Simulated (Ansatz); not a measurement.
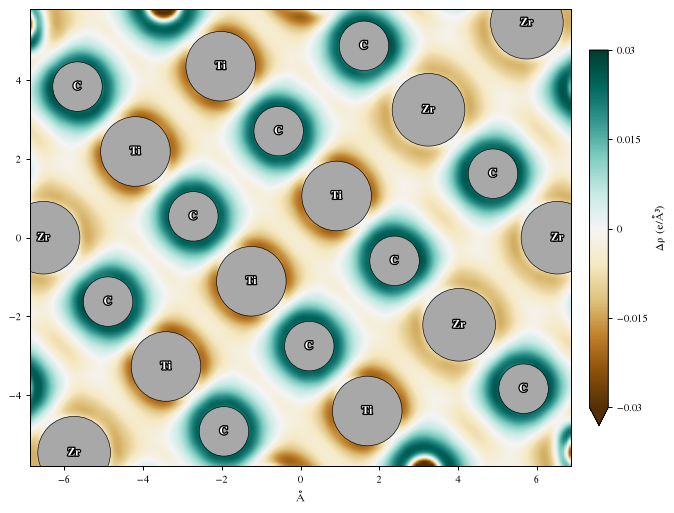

Zr2Ti3C5. Difference of the valence pseudo-densities of two functionals at the same geometry, on the (101̄) plane of the calculation cell: r2SCAN less LDA.

Space group R-3m; a structure generated by program, which may or may not match a known phase; computed without spin polarisation.

Both computed with Ansatz (plane waves, PAW), on the same k-point mesh. Grey discs cover the atomic cores.

> What does the difference map show?

Against LDA, r2SCAN gives less density around Zr (−0.008 e/Å³ on average at 1.2 Å from the nucleus), less density around Ti (−0.008 e/Å³ on average at 1.1 Å from the nucleus), more density around C (+0.022 e/Å³ on average at 0.8 Å from the nucleus) and more density in the space between the atoms (+0.003 e/Å³ on average).
